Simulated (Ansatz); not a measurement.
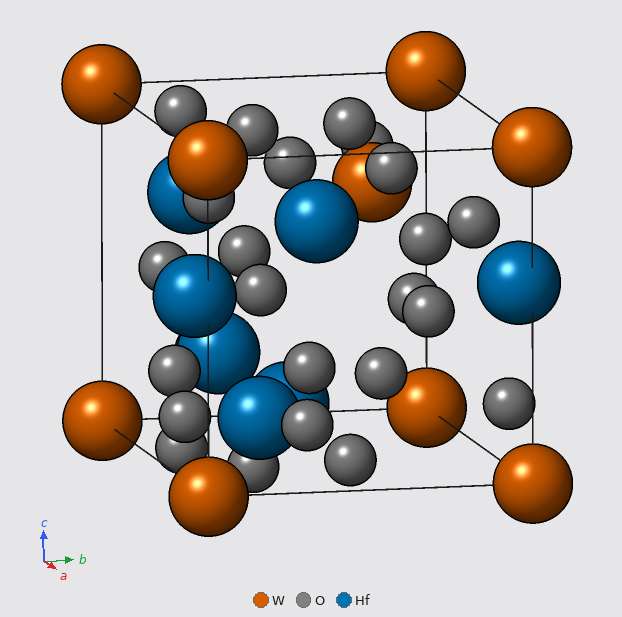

Shown here is a spheres-only view of the crystal, taken slightly off an axis. One simulation cell is framed, with atoms on its boundary repeated.

Hf₃WO₉, a = 7.04 Å, b = 7.08 Å, c = 7.17 Å, α = 92.04°, β = 90.47°, γ = 89.79°.

Run with DFT PBE, scalar-relativistic, plane waves, PAW (Ansatz) and these settings: plane-wave cutoff 420 eV, 3×3×3 k-mesh, Fermi-Dirac smearing of 0.26 eV, no spin polarisation.

What is the band gap, if any?

Answer. A semiconductor at this level, with a gap of 0.37 eV on the k-mesh (the true edges may lie between mesh points, so the gap can be somewhat smaller).

Give the pressure and its sign.

Answer. The computed pressure is 2.0 GPa (compressed: it would expand). The stress isn't hydrostatic: its largest component is 4.9 GPa.

The initial geometry was a structure type filled with these elements by a generator (whether the compound takes this form wasn't checked). Earlier steps of the study may have refined or changed the cell and positions. It was run through Ansatz as a DFT input.

At this level of theory the cell isn't at rest (forces up to 3.9 eV/Å), so its distances can differ from those at equilibrium, the more so the softer the solid.
